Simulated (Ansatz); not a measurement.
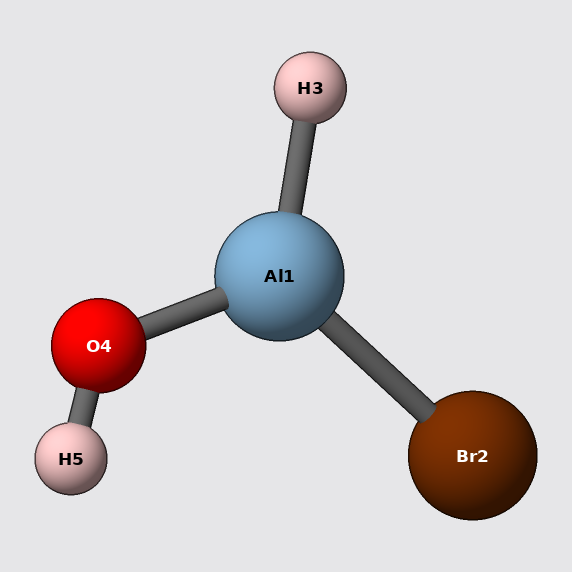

The questions are on Mulliken charges. Computed geometry: PBE0-D4/def2-TZVP optimisation. Method: RKS PBE0-D4/def2-TZVP (Ansatz 0.2.0).

List the Mulliken charges.

```json
{"atom": "Al1", "value (e)": "0.55"}
{"atom": "Br2", "value (e)": "−0.26"}
{"atom": "H3", "value (e)": "−0.07"}
{"atom": "O4", "value (e)": "−0.53"}
{"atom": "H5", "value (e)": "0.32"}
```

Mulliken values depend strongly on the basis set and can even reverse the polarity of a bond.
